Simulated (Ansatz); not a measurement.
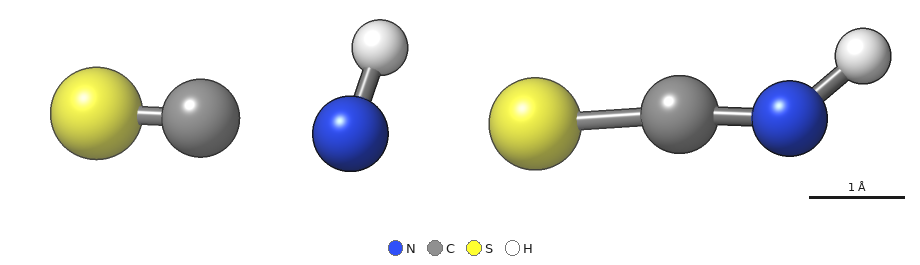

Two geometries of CHNS, drawn at one scale. One is the start of a relaxation, the other its converged end. A ball-and-stick model, seen at a tilt.

Computed with RKS PBE-D4/def2-SVP in Ansatz. (force threshold 0.03 eV/Å; at most 250 steps)

Question: Which one is relaxed?

Answer: The right one is the relaxed one. It is one of the separated reactants of a reaction. The largest move after the best rigid fit is that of the N atom, 0.31 Å. By element the largest moves are N 0.31 Å, H 0.29 Å, S 0.25 Å, C 0.21 Å. Some distances before and after: C–N 1.684 → 1.218 Å, C–S 1.154 → 1.581 Å. New bonds form: C–N (1.68 → 1.22 Å). Over 8 accepted moves (10 points after the start) the energy falls by 295.6 kcal/mol. Largest force component: 65 eV/Å at the start, 0.0018 eV/Å at the end. The line search rejected the trial steps at points 2, 9 of the run.
